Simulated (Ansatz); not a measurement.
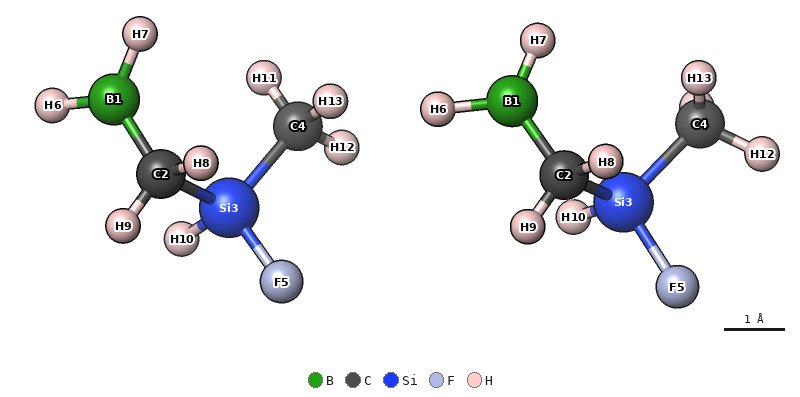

Two geometries of C2H8BFSi, drawn at one scale. One is the start of a relaxation, the other its converged end. The picture is a ball-and-stick view, seen at a tilt.

Theory: Ansatz 0.2.0, RKS B3LYP-D4/6-31G*. Set-up: no spin polarisation; force threshold 0.015 eV/Å; at most 40 steps.

Which geometry has the lower energy?

Answer. The left one is the relaxed one. The run prepares an end point of a later path (torsion) calculation, from a guessed geometry. The largest move after the best rigid fit is that of H12, 0.95 Å. By element the largest moves are H 0.95 Å, F 0.35 Å, Si 0.17 Å, B 0.11 Å, C 0.06 Å. Some distances before and after: Si3–F5 1.716 → 1.622 Å, C4–H12 1.167 → 1.096 Å, C4–H13 1.037 → 1.096 Å, B1–H6 1.253 → 1.198 Å. Among the angles between lasting bonds that change: H11–C4–H13 117.2° → 107.6°, Si3–C4–H12 106.0° → 111.8°, Si3–C2–H8 108.5° → 104.7°. Groups turn about Si3–C4 by about 55°, B1–C2 by about 30°. After 21 accepted moves (25 points after the start) the energy has fallen by 0.543 eV. Largest force component: 3.3 eV/Å at the start, 0.0071 eV/Å at the end. The line search rejected the trial steps at points 3, 13, 18, 23 of the run. The forces were under the threshold at step 7, but the run went on from there.
